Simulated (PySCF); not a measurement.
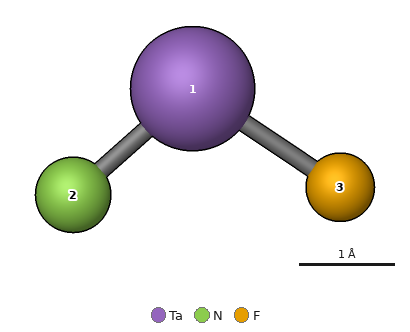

Fig. 1: The structure as given in the input (ball-and-stick view, seen on its broad side; atoms are numbered from 1 in the order of the input). Sticks mark near contacts. Bond lengths as drawn: F–Ta 1.87 Å and N–Ta 1.68 Å.

**Frequency calculation of TaNF**

TaNF, multiplicity 2, computed with UKS-based PBE0, Ta def2-TZVP with ECP60, N def2-TZVP, F def2-TZVP; non-relativistic Hamiltonian with a scalar-relativistic core potential; density fitting (PySCF 2.14.0).

## Input
```python
from pyscf import gto, scf, dft
mol = gto.M(atom='''
Ta     0.164264     0.016829    -0.057385
N     -0.961587    -0.098514    -1.303282
F     -0.856447    -0.087742     1.508096''',
    basis={'Ta': 'def2-TZVP', 'N': 'def2-TZVP', 'F': 'def2-TZVP'},
    ecp={'Ta': 'def2-TZVP'},
    charge=0, spin=1)
mf = dft.UKS(mol, xc='PBE0')
mf.grids.atom_grid = (75, 302)
aux = {'Ta': 'def2-universal-JKFIT', 'N': 'def2-universal-JKFIT', 'F': 'def2-universal-JKFIT'}
mf = mf.density_fit(auxbasis=aux)
mf.conv_tol = 1e-09
mf.diis_space = 10
mf.max_cycle = 60
mf.verbose = 4
mf.kernel()
```

The script is an equivalent of the set-up of the self-consistent field. The run itself was carried out by a driver, which started from the orbitals of the step before it where there was one and computed the further properties.

Hardware: 4 threads of Intel Xeon (Granite Rapids), 32 GiB of memory available, shared host.

Command:
```bash
OMP_NUM_THREADS=4 python axn.py task.json out
```

## Log
```
init E= -211.484171351555
  alpha nocc = 15  HOMO = -0.236503670362094  LUMO = -0.0783872681286361
  beta  nocc = 14  HOMO = -0.275539585757729  LUMO = -0.121330081416019
  HOMO = -0.236503670362  LUMO = -0.121330081416  gap/eV = 3.13403
cycle= 1 E= -211.484171351548  delta_E= 7.62e-12  |g|= 5.09e-06  |ddm|= 3.89e-06
  alpha nocc = 15  HOMO = -0.236503942416252  LUMO = -0.0783876863659965
  beta  nocc = 14  HOMO = -0.275537680540818  LUMO = -0.12133039765942
  HOMO = -0.236503942416  LUMO = -0.121330397659  gap/eV = 3.13403
Extra cycle  E= -211.48417135142  delta_E= 1.27e-10  |g|= 1.79e-05  |ddm|= 1.15e-05
converged SCF energy = -211.48417135142  <S^2> = 0.76362683  2S+1 = 2.0135807
```

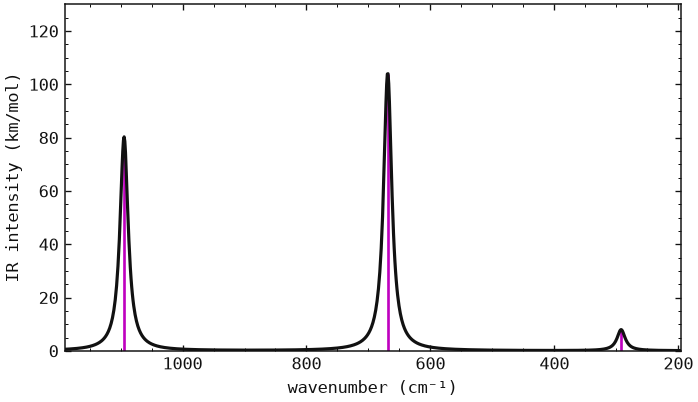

Fig. 2: Harmonic infrared spectrum, unscaled: sticks (degenerate modes added up, dark ones marked on the axis) with a Lorentzian envelope of 16 cm⁻¹ full width, scaled to the tallest stick. 3 modes from 292 to 1094 cm⁻¹, none imaginary. The strongest line is at 669 cm⁻¹ (104 km/mol). All modes, in cm⁻¹ (km/mol): 292 (7.9), 669 (104), 1094 (80).

## Results in brief

- outcome: converged
- total energy: −211.484171 hartree
- ⟨S²⟩: 0.764
- zero-point energy: 0.004683 hartree
- dipole moment: 5.27 D
- wavenumbers, lowest and highest: 292 and 1094 cm⁻¹
- wall time: 36 s (CPU time 2.2 min)
- peak memory: 1 GiB
